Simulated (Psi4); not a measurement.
# triplet [P2H3]−: levels of theory compared

Wanted: a comparison of 5 runs (U-revPBE/aug-cc-pVDZ, UB3LYP/aug-cc-pVDZ, UM06-L/aug-cc-pVDZ, UPBE/aug-cc-pVDZ, UTPSS/aug-cc-pVDZ) of triplet [P2H3]−. 

Program for the calculation: Psi4 1.11.

### Step 1. The molecule

[P2H3]− has 5 atoms, charge -1, and is taken as a triplet. SMILES of the parent species: `[PH-]P`. The shape is that of a GFN2-xTB optimisation. This is one conformer, not always the lowest. That shape belongs to the parent species and isn't relaxed for this state.

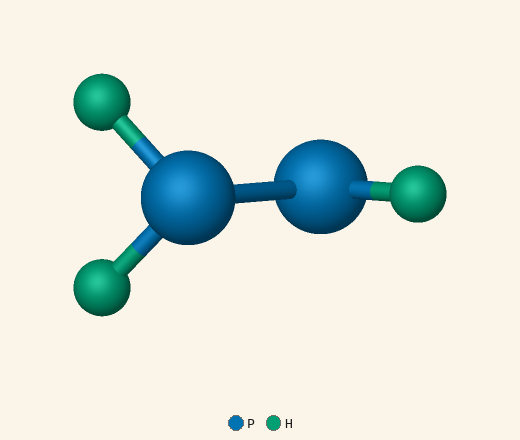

Viewed from a chosen angle; phosphorus blue, hydrogen teal.

### Step 2. Energy and forces at U-revPBE/aug-cc-pVDZ (run 1)

Input file calc.py:

```python
import psi4

psi4.set_memory(1600000000)
psi4.set_num_threads(1)
psi4.set_output_file('psi4.out', False)

m = psi4.geometry("""
-1 3
P      0.790170    -1.109400     0.143810
P     -0.477530     0.546260     0.076070
H      0.279530    -1.462550     1.364400
H     -0.983870     0.470170    -1.228180
H      0.391690     1.555520    -0.356110
symmetry c1
""")

psi4.set_options({
    'basis': 'aug-cc-pVDZ',
    'reference': 'uks',
    'puream': True,
    'e_convergence': 1e-09,
    'd_convergence': 1e-08,
    'scf_type': 'pk',
    'dft_radial_points': 99,
    'dft_spherical_points': 590,
    'maxiter': 200,
})

result, w = psi4.gradient('revpbe', molecule=m, return_wfn=True)
print('gradient / Eh bohr^-1')
print(result.np.round(6))
print(f'energy = {w.energy():.10f} Eh')
```

The run is started by

```console
$ python calc.py
```

psi4.out:

```text
[...]
  Running in c1 symmetry.
[...]
  Nuclear repulsion =   83.733879812467507
[...]
  Multiplicity = 3
[...]
  Nalpha       = 18
  Nbeta        = 16
[...]
    Number of basis functions: 81
[...]
   @UKS iter   1:  -684.02077665197987    1.22189e-01   6.31916e-03 ADIIS/DIIS
[...]
   @UKS iter  17:  -684.30770343658844   -5.91172e-12   1.90510e-09 DIIS
[...]
   @S^2 Observed:                2.004712658E+00
[...]
  @UKS Final Energy:  -684.30770343658844
   => Energetics <=
    Nuclear Repulsion Energy =             83.7338798124675066
    One-Electron Energy =               -1116.6709441137086287
    Two-Electron Energy =                 396.1817481762755051
    DFT Exchange-Correlation Energy =     -47.5523873116227378
    Empirical Dispersion Energy =           0.0000000000000000
    VV10 Nonlocal Energy =                  0.0000000000000000
    Total Energy =                       -684.3077034365884401
[...]
 Multipole Moments:
 ------------------------------------------------------------------------------------
     Multipole            Electronic (a.u.)      Nuclear  (a.u.)        Total (a.u.)
 ------------------------------------------------------------------------------------
 L = 1.  Multiply by 2.5417464519 to convert [e a0] to [Debye]
 Dipole X            :          1.3333497           -0.7209475            0.6124021
 Dipole Y            :         -2.7888427            1.2985836           -1.4902591
 Dipole Z            :          1.4184438           -0.5070458            0.9113980
 Magnitude           :                                                    1.8510956
[...]
  -Total Gradient:
     Atom            X                  Y                   Z
    ------   -----------------  -----------------  -----------------
       1       -0.045847769350     0.028133921471     0.036112834063
       2        0.045858721934    -0.034734578758    -0.028722045803
       3        0.012703736341     0.013256945685    -0.035457982314
       4        0.007016333348     0.007249416209     0.022316891825
       5       -0.019730679958    -0.013905762257     0.005750069185
[...]
```

On the terminal:

```text
gradient / Eh bohr^-1
[[-0.045848  0.028134  0.036113]
 [ 0.045859 -0.034735 -0.028722]
 [ 0.012704  0.013257 -0.035458]
 [ 0.007016  0.007249  0.022317]
 [-0.019731 -0.013906  0.00575 ]]
energy = -684.3077034366 Eh
```

It took 24 s on 1 thread of Intel Xeon 6975P-C (Granite Rapids), shared host; peak memory 1 GiB.

### Step 3. Energy and gradient at UB3LYP/aug-cc-pVDZ (run 2)

Input file input.dat:

```
memory 1600 mb

molecule {
  -1 3
  P
  P 1 2.086351
  H 1 1.369419 2 90.4019
  H 2 1.401156 1 101.92926 3 -133.9861
  H 2 1.400332 4 88.63455 1 101.79146
  symmetry c1
}

set basis aug-cc-pVDZ
set reference uks
set puream true
set e_convergence 1e-09
set d_convergence 1e-08
set scf_type pk
set dft_radial_points 99
set dft_spherical_points 590
set maxiter 200

energy_value, wavefunction = gradient('b3lyp', return_wfn=True)
```

The run is started by

```console
$ psi4 -i input.dat -o output.dat -n 1
```

output.dat:

```text
[...]
  Running in c1 symmetry.
[...]
  Nuclear repulsion =   83.733888163929663
[...]
  Multiplicity = 3
[...]
  Nalpha       = 18
  Nbeta        = 16
[...]
    Number of basis functions: 81
[...]
   @UKS iter   1:  -684.22997237635252    4.50263e-02   5.81094e-03 ADIIS/DIIS
[...]
   @UKS iter  18:  -684.47340757084135   -2.84217e-12   3.79791e-09 DIIS
[...]
   @S^2 Observed:                2.004523329E+00
[...]
  @UKS Final Energy:  -684.47340757084135
   => Energetics <=
    Nuclear Repulsion Energy =             83.7338881639296631
    One-Electron Energy =               -1116.7859094709124292
    Two-Electron Energy =                 387.0304284502320797
    DFT Exchange-Correlation Energy =     -38.4518147140906095
    Empirical Dispersion Energy =           0.0000000000000000
    VV10 Nonlocal Energy =                  0.0000000000000000
    Total Energy =                       -684.4734075708413457
[...]
 Multipole Moments:
 ------------------------------------------------------------------------------------
     Multipole            Electronic (a.u.)      Nuclear  (a.u.)        Total (a.u.)
 ------------------------------------------------------------------------------------
 L = 1.  Multiply by 2.5417464519 to convert [e a0] to [Debye]
 Dipole X            :         -0.0282637            0.0143887           -0.0138750
 Dipole Y            :          1.2906750           -0.5075858            0.7830891
 Dipole Z            :         -2.8882988            1.4850353           -1.4032634
 Magnitude           :                                                    1.6070375
[...]
  -Total Gradient:
     Atom            X                  Y                   Z
    ------   -----------------  -----------------  -----------------
       1        0.000095477595     0.036981525968     0.048347592843
       2        0.000133024730    -0.026330053804    -0.056374551836
       3       -0.000153179105    -0.034879655257     0.004565220023
       4       -0.016604306650     0.011816203695     0.001743849989
       5        0.016528925617     0.012412986314     0.001717146232
[...]
```

Wall time 25 s (1 thread of Intel Xeon 6975P-C (Granite Rapids), shared host); peak memory 1.1 GiB.

Runs 3 to 4 aren't shown in full; the table further down has their settings and results.

### Step 4. Energy and gradient at UTPSS/aug-cc-pVDZ (run 5)

Input file run.py:

```python
import psi4

psi4.set_memory('1600 MB')
psi4.set_num_threads(1)
psi4.core.set_output_file('output.dat', False)

geom = psi4.geometry("""
-1 3
P
P 1 2.086351
H 1 1.369419 2 90.4019
H 2 1.401156 1 101.92926 3 -133.9861
H 2 1.400332 4 88.63455 1 101.79146
symmetry c1
no_reorient
no_com
""")

psi4.set_options({
    'basis': 'aug-cc-pVDZ',
    'reference': 'uks',
    'puream': True,
    'e_convergence': 1e-09,
    'd_convergence': 1e-08,
    'scf_type': 'pk',
    'dft_radial_points': 99,
    'dft_spherical_points': 590,
    'maxiter': 200,
})

energy_value, wavefunction = psi4.gradient('tpss', return_wfn=True)
psi4.oeprop(wavefunction, 'QUADRUPOLE', 'MULLIKEN_CHARGES', 'MAYER_INDICES', title='TPSS')
print('gradient / Eh bohr^-1')
print(energy_value.np.round(6))
print(f'energy = {wavefunction.energy():.10f} Eh')
```

The run is started by

```console
$ python run.py
```

output.dat:

```text
[...]
  Running in c1 symmetry.
[...]
  Nuclear repulsion =   83.733888163929663
[...]
  Multiplicity = 3
[...]
  Nalpha       = 18
  Nbeta        = 16
[...]
    Number of basis functions: 81
[...]
   @UKS iter   1:  -684.21442653987765    8.83823e-02   6.13270e-03 DIIS/ADIIS
[...]
   @UKS iter  16:  -684.48304546722306   -1.25056e-11   9.04111e-09 DIIS
[...]
   @S^2 Observed:                2.005783729E+00
[...]
  @UKS Final Energy:  -684.48304546722306
   => Energetics <=
    Nuclear Repulsion Energy =             83.7338881639296631
    One-Electron Energy =               -1116.6022911528027635
    Two-Electron Energy =                 396.1225116483814190
    DFT Exchange-Correlation Energy =     -47.7371541267312409
    Empirical Dispersion Energy =           0.0000000000000000
    VV10 Nonlocal Energy =                  0.0000000000000000
    Total Energy =                       -684.4830454672230644
[...]
  -Total Gradient:
     Atom            X                  Y                   Z
    ------   -----------------  -----------------  -----------------
       1        0.000116162777     0.037778954362     0.047039753258
       2        0.000128273657    -0.026380328377    -0.055020356098
       3       -0.000167593919    -0.035249801565     0.004115725386
       4       -0.016160610273     0.011622752605     0.001936451067
       5        0.016083715516     0.012228280122     0.001925313454
[...]
 Multipole Moments:
 ------------------------------------------------------------------------------------
     Multipole            Electronic (a.u.)      Nuclear  (a.u.)        Total (a.u.)
 ------------------------------------------------------------------------------------
 L = 1.  Multiply by 2.5417464519 to convert [e a0] to [Debye]
 Dipole X            :         -0.0300437            0.0143887           -0.0156551
 Dipole Y            :          1.5085595           -0.5075858            1.0009736
 Dipole Z            :         -3.1992729            1.4850353           -1.7142375
 Magnitude           :                                                    1.9851457
 L = 2.  Multiply by 1.3450342976 to convert [e a0^2] to [Debye ang]
 Quadrupole XX       :        -49.2494381            6.8397316          -42.4097065
 Quadrupole XY       :          0.0247766            0.0015804            0.0263570
[...]
```

The script printed:

```text
gradient / Eh bohr^-1
[[ 0.000116  0.037779  0.04704 ]
 [ 0.000128 -0.02638  -0.05502 ]
 [-0.000168 -0.03525   0.004116]
 [-0.016161  0.011623  0.001936]
 [ 0.016084  0.012228  0.001925]]
energy = -684.4830454672 Eh
```

Wall time 48 s (1 thread of Intel Xeon 6975P-C (Granite Rapids), shared host); peak memory 0.94 GiB.

### Step 5. Overview of the runs

```
run                 level      task  energy (Eh)  HOMO energy (eV)   ⟨S²⟩  largest force (eV/Å)  wall time
  1  U-revPBE/aug-cc-pVDZ  gradient  -684.307703              1.76  2.005                 3.332       24 s
  2    UB3LYP/aug-cc-pVDZ  gradient  -684.473408              1.60  2.005                 3.200       25 s
  3    UM06-L/aug-cc-pVDZ    energy  -684.417890              2.06  2.008                     –       34 s
  4      UPBE/aug-cc-pVDZ  gradient  -684.112895              1.75  2.004                 3.268       23 s
  5     UTPSS/aug-cc-pVDZ  gradient  -684.483045              1.81  2.006                 3.138       48 s
```

### Step 6. What came out

| quantity | value |
| --- | --- |
| run 5: total energy | -684.48305 Eh |
| run 5: HOMO energy (highest over α and β) | 1.81 eV |
| run 5: ⟨S²⟩ | 2.006 |
| run 5: largest force on an atom | 3.138 eV/Å |

**Reading.** Totals of different functionals can't be ranked against each other. In runs 1, 2, 3, 4, 5 the HOMO lies above zero, so the outermost electron may be held by the basis alone. All runs together took 2.6 min, the longest 48 s.
